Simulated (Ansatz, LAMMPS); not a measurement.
# Glassy 77SiO2-6B2O3-8CaO-8MgO (mol %) (142 atoms) under strain: runs compared

How stiff is glassy 77SiO2-6B2O3-8CaO-8MgO (mol %) (142 atoms), and how do its levels respond to strain?

Computed with Ansatz 0.2.0: Kohn-Sham DFT, PBE, PAW (set soft_2), plane waves.

## (1) The cell as built

The cell holds 142 atoms: 37 Si, 6 B, 4 Ca, 4 Mg and 91 O. Its edges and angles: a = 12.465 Å, b = 12.465 Å, c = 12.465 Å, α = 90.0°, β = 90.0°, γ = 90.0°. 142 atoms (37 Si, 6 B, 4 Ca, 4 Mg, 91 O) placed at random at 2.31 g/cm³, melted at 3000 K for 20 ps at fixed volume with the Buckingham and Coulomb pair potential of Guillot and Sator (Geochim. Cosmochim. Acta 71, 1249 (2007)) with the boron terms of Wang et al. (J. Non-Cryst. Solids 498, 294 (2018)). Quenched from 3000 K to 300 K at 10 K/ps and fixed volume, held 10 ps at zero pressure.

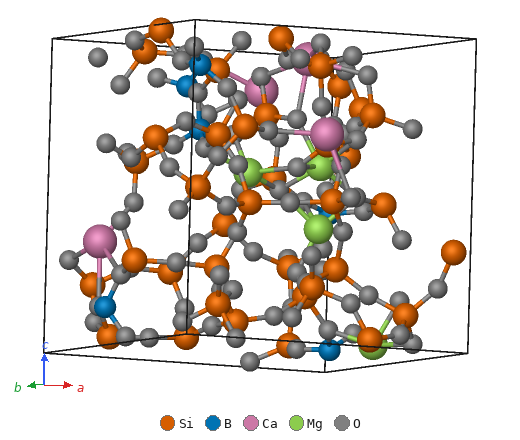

The cell as built. Bonds to atoms that aren't drawn are left out. Some periodic images of atoms are drawn too.

Limits known from the start: The quench rate of 10 K/ps is many orders above laboratory rates, so the cell is likely richer in defects and strain than a real sample. The starting topology of bonds comes from the classical model, and needn't be the one that DFT or experiment would give. Sampling is at Γ alone.

## (2) The reference run

The reference is a single point at the end of the relaxation.

Every strained cell starts from the geometry of this run, and its atoms are relaxed with the cell held.

Its input, with most atom lines left out:

```yaml
crystal:
  lattice:
    - [12.67786, 0.14167, -0.01582]
    - [0.14167, 12.95453, 0.01851]
    - [-0.01582, 0.01851, 12.30661]
  atoms:
    - { symbol: Si, position: [0.11594, 0.18188, 0.49531] }
    - { symbol: Si, position: [0.90699, 0.59018, 0.81814] }
    - { symbol: Si, position: [0.64912, 0.72706, 0.57326] }
    - { symbol: Si, position: [0.93443, 0.53205, 0.48343] }
    - { symbol: Si, position: [0.33779, 0.27904, 0.45721] }
    - { symbol: Si, position: [0.22865, 0.20655, 0.10948] }
    - { symbol: Si, position: [0.56415, 0.21886, 0.8933] }
    [... atom lines 8 to 142 left out ...]
kpoints:
  mp_grid: { grid: [1, 1, 1] }
hamiltonian:
  xc: pbe
scf:
  occupations: { method: fixed }
output:
  forces: true
  stress: true
  populations: true
  dos:
    method: { smearing: { sigma: 0.08 } }
    de: 0.1
    projected: { site_lists: { B: [B], Ca: [Ca], Mg: [Mg], O: [O], Si: [Si] } }
  eigenvalues: true
  write_density: true
  write_potential: true
  volumetric_format: npy
  elf: true
```

```
free energy per atom   : -642.3692 eV/atom
r.m.s. force component : 0.00403 eV/Å
pressure               : 6.98e-5 GPa
```

Filled and empty levels are parted by 3.78 eV (at Γ alone); a semilocal functional tends to put such gaps too low. In a disordered cell it changes from sample to sample, and tail or defect levels can set it.

## (3) The runs

Each row is one run, on 4 threads of Intel Xeon 6975P-C (Granite Rapids), shared host. The free energy is the program's total, comparable only between runs with the same functional, potentials and atoms.

| run | atoms | outcome | ionic steps, all passes | free energy (eV) | time | host memory (GiB) |
| --- | --- | --- | --- | --- | --- | --- |
| Single point at the start | 142 | converged | - | -91204.136 | 12 s | 2.7 |
| Cell and atoms relaxed | 142 | converged | 31 | -91216.425 | 5.7 min | 2.9 |
| Single point at the relaxed geometry | 142 | converged | - | -91216.425 | 27 s | 3.1 |
| Volume -3 % | 142 | converged | 11 | -91216.146 | 3 min | 3.1 |
| Volume +3 % | 142 | converged | 16 | -91216.160 | 4.1 min | 3.2 |
| Volume -6 % | 142 | converged | 15 | -91215.278 | 3.5 min | 3.0 |
| Volume +6 % | 142 | converged | 12 | -91215.400 | 3.3 min | 3.3 |
| Volume -10 % | 142 | converged | 16 | -91213.080 | 3.9 min | 2.9 |
| Stretched by 1 % along x | 142 | converged | 4 | -91216.353 | 60 s | 3.2 |
| Compressed by 1 % along x | 142 | converged | 9 | -91216.358 | 2.3 min | 3.1 |
| Sheared by 2 % in xy | 142 | converged | 7 | -91216.345 | 1.8 min | 3.1 |

In some runs the program notes that the exchange-correlation potential is rough where the density is thin and the SCF threshold is loose for the stress.

## (4) Pressure against volume

Atoms are relaxed at each volume, in the scaled cell.

| volume change (%) | volume (Å³/atom) | energy change (meV/atom) | pressure (GPa) | largest move on relaxing (Å) | bonds | gap (eV) |
| --- | --- | --- | --- | --- | --- | --- |
| -10 | 12.809 | 23.56 | 5.61 | 0.61 | 215 | 4.05 |
| -6 | 13.378 | 8.08 | 3.16 | 0.34 | 215 | 3.94 |
| -3 | 13.805 | 1.96 | 1.51 | 0.15 | 213 | 3.87 |
| +0 | 14.232 | 0.00 | 0.00 | - | 211 | 3.78 |
| +3 | 14.659 | 1.86 | -1.37 | 0.14 | 210 | 3.70 |
| +6 | 15.086 | 7.22 | -2.59 | 0.33 | 209 | 3.61 |

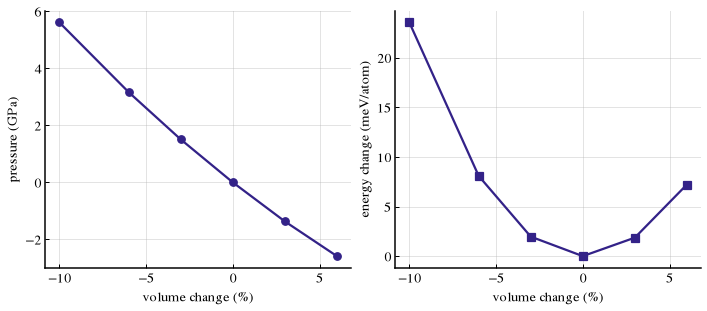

Pressure and energy against volume.

## (5) Uniaxial strain and shear

Stress (GPa, compression positive) less that of the relaxed cell, atoms relaxed:

| strain | xx | yy | zz | xy | energy change (meV/atom) |
| --- | --- | --- | --- | --- | --- |
| stretched by 1 % along x | -1.166 | -0.319 | -0.367 | 0.081 | 0.51 |
| compressed by 1 % along x | 1.062 | 0.242 | 0.315 | -0.057 | 0.47 |
| sheared by 2 % in xy | 0.115 | 0.114 | -0.043 | -0.639 | 0.56 |

## (6) Findings

The bulk modulus, from the slope of pressure against ln V over the three points nearest the relaxed volume, is 47.9 GPa; a quadratic over all points gives a pressure derivative of about 2.2. The count of bonds runs from 209 to 215 over the series, so at some points contacts cross the cutoffs. At -10 % some atom moved by over 0.5 Å on relaxing, so that point may sit in another local minimum. The gap goes from 4.05 eV at the smallest volume to 3.61 eV at the largest, -2.6 eV per unit of ln V by a straight line, on the run's k-points. In the Cartesian axes of the cell, finite differences give C11 = 111, C12 = 28.0, C13 = 34.1 and C66 = 32.0 GPa (the shear of 2 % is the engineering strain, εxy = 0.01). The mean of C11, C12 and C13, which equals the bulk modulus in a cubic or isotropic solid, is 57.8 GPa: it lies 21 % over the bulk modulus from the volumes. For an isotropic solid C66 would equal (C11 − C12)/2 = 41.7 GPa; so small a sample needn't be isotropic, and C66 rests on one shear. With the bulk modulus and C66 as K and G, Young's modulus would be about 78 GPa and Poisson's ratio 0.23.

Caveats: Strains are finite and relaxations stop at the force tolerance of the input, which can leave moduli too stiff; they are those of a static cell at zero temperature. Volumes are changed with the cell's shape held, so in an anisotropic solid the modulus lies over the one under free hydrostatic load. The program notes that the SCF threshold of the relaxations is loose for the stress.

The DFT runs together took 29 min of wall time.

[Logs are printed without paths, hosts, clocks, repeated set-up lines and the standing remarks that a program may print on its own settings, such as how far it seeks lower states.]

[Hosts, paths, dates, database ids (printed as entryN), source tags and the programs' standing remarks are cut or masked in the printed files.]
